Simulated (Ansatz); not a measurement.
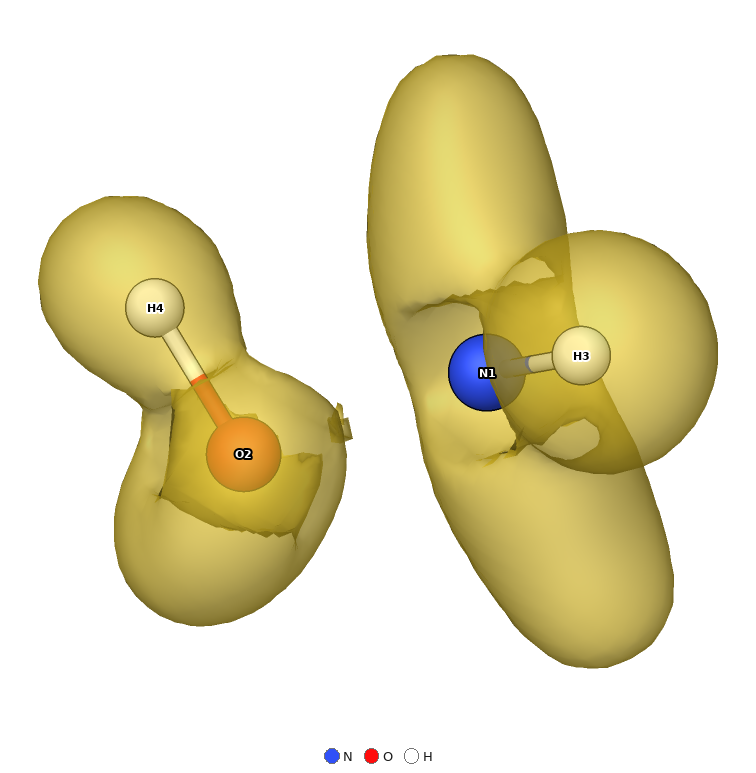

The picture shows: H2NO (charge −1). Isosurface of the ELF at 0.8 (yellow), seen from one side. Only the valence region is drawn (cores and ρ < 0.01 e/Å³ removed).

Geometry: B3LYP-D4/def2-TZVPD; the highest occupied orbital lies above zero, a sign that basis and functional describe the outermost electron poorly.

Level of theory: Ansatz 0.2.0, isolated molecule in a Gaussian basis; Kohn-Sham density functional theory, functional PBE0.

```xyz
4

N    -0.5145    0.1384   -1.5874
O     0.5466   -0.0239   -0.4655
H    -0.9958    0.9783   -1.2339
H     0.1517   -0.7254    0.0587
```

Q: Describe the localisation domains.

A: The surface consists of one joined region spread over several atoms (H, N), in which their bonds and any lone pairs are merged and one joined region spread over several atoms (H, O), in which their bonds and any lone pairs are merged.

Values along the shortest contacts:
O–H (0.96 Å): the ELF climbs to about 1 towards the hydrogen, as it does in any bond to H; an ordinary covalent bond to hydrogen. N–H (1.03 Å): the ELF climbs to about 1 towards the hydrogen: an ordinary covalent bond to hydrogen.
